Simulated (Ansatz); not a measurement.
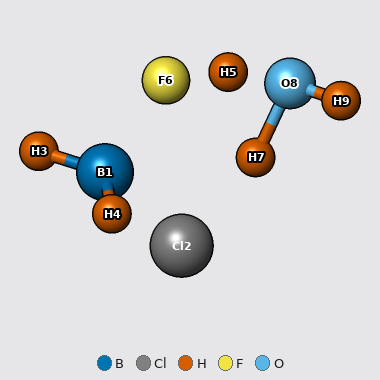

The system is the reacting system BClFH5O (fragments BClH₂ + FH + H₂O where the first distance is long, BFH₂ + ClH + H₂O where the second is long); the picture shows the reference structure. Coordinates scanned: (1) distance H5–O8 (bond that forms); (2) distance H5–F6 (bond that breaks). Relaxed at each point: all other coordinates. The scan uses a 9 × 9 grid. Points are written as (first, second). Energies are in kcal/mol, from a guessed transition structure relaxed with its forming and breaking bonds held. Energies and slopes of some neighbouring points disagree (a jump in structure or state, or too coarse a mesh). The reference is spin-restricted, so regions where a bond is pulled apart into radicals lie too high. All numbers below come from RKS B3LYP-D4/def2-SVP in Ansatz.

Its coordinates:

| atom | x (Å) | y (Å) | z (Å) |
| --- | --- | --- | --- |
| B | -1.4226 | -0.3446 | -0.3110 |
| Cl | 0.1856 | -1.7853 | -0.1138 |
| H | -1.7331 | -0.3831 | -1.4629 |
| H | -2.1119 | -0.5292 | 0.6459 |
| H | 0.5719 | 1.0487 | 0.0315 |
| F | -0.6258 | 1.1083 | -0.0590 |
| H | 1.3920 | -0.5200 | 0.0077 |
| O | 1.7822 | 0.6786 | 0.1541 |
| H | 1.9617 | 0.7265 | 1.1075 |

Range: distance H5–O8 (bond that forms) from 0.873 to 2.073 Å; distance H5–F6 (bond that breaks) from 0.819 to 2.019 Å.

Question: Predict the map.

Answer: The lowest grid point is at (0.962 Å, 2.019 Å), −22.3 kcal/mol from a guessed transition structure relaxed with its forming and breaking bonds held. It lies on the edge of the grid, but the force there points inwards, so the minimum lies inside the range. Other grid points that lie below all their neighbours: (1.085 Å, 1.324 Å) (1.4 kcal/mol higher); (1.378 Å, 1.031 Å) (2.5 kcal/mol higher). The energy also falls towards the edge at (1.711 Å, 2.019 Å) (6.5 kcal/mol above the lowest), where a further well may lie outside the range. The highest grid point, (0.873 Å, 0.819 Å), lies 146.2 kcal/mol above the lowest.

| second ↓, first → | 0.873 | 0.962 | 1.085 | 1.225 | 1.378 | 1.540 | 1.711 | 1.889 | 2.073 |
| --- | --- | --- | --- | --- | --- | --- | --- | --- | --- |
| 2.019 | −15.2 | −22.3 | −16.9 | −1.4 | 18.5 | 36.8 | −15.8 | −15.5 | −14.7 |
| 1.835 | −14.7 | −22.2 | −17.3 | −2.8 | 14.2 | 30.7 | −11.6 | −11.8 | −11.6 |
| 1.657 | −13.1 | −21.3 | −17.8 | −6.7 | 7.8 | 22.4 | 35.5 | −6.8 | −7.3 |
| 1.486 | −8.9 | −19.1 | −19.7 | −11.8 | −0.2 | 12.1 | 23.3 | −0.4 | −1.7 |
| 1.324 | −1.6 | −16.0 | −20.9 | −17.0 | −8.9 | 0.4 | 9.4 | 17.4 | 5.4 |
| 1.171 | 11.1 | −8.4 | −19.1 | −19.2 | −16.6 | −10.7 | −4.3 | 1.7 | 6.9 |
| 1.031 | 35.1 | 8.2 | −10.4 | −18.4 | −19.8 | −17.6 | −14.0 | −10.0 | −6.2 |
| 0.908 | 75.2 | 38.7 | 10.1 | −5.6 | −12.5 | −14.2 | −13.1 | −10.9 | −8.3 |
| 0.819 | 123.9 | 78.1 | 40.3 | 17.8 | 6.4 | 1.8 | 0.9 | 2.0 | 3.8 |

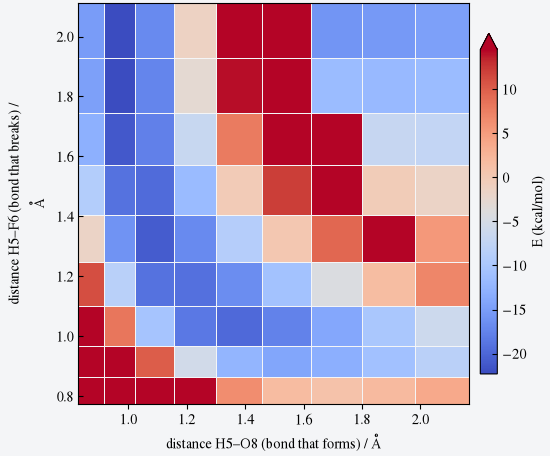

The picture shows one coloured cell a grid point, one colour for all values above the top of the scale.

Each point was launched as `ansatz run input.yaml --threads 1 --pin off --max-ram 2560MiB --backend cpu --events-out ev --progress --plain --runs-dir out`. The whole map (81 points run) took 34 min on 1 thread of Arm Neoverse V2, on a shared host.
